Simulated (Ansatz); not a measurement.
A computed series for CdTe: response to strain

The reference is CdTe in the zinc blende structure (space group F-43m, No. 216; a = 6.6180 Å).

Strains are applied to the cell and any free atomic positions relax.

Method: PBE, PAW, 420 eV (Ansatz, a first-principles code; no spin-orbit coupling).

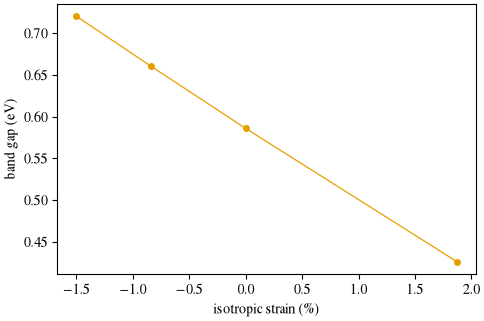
Band gap against isotropic strain

Q: From the plot, what is the band gap for isotropic strain +1.87 %?

A: About 0.43 eV.

Q: Is the trend monotonic over the range shown?

A: Yes, it falls throughout, spanning 0.43 eV to 0.72 eV.

Spin-orbit coupling, missing from the scalar runs, can matter with Te. Whether these cells are dynamically stable was not tested.
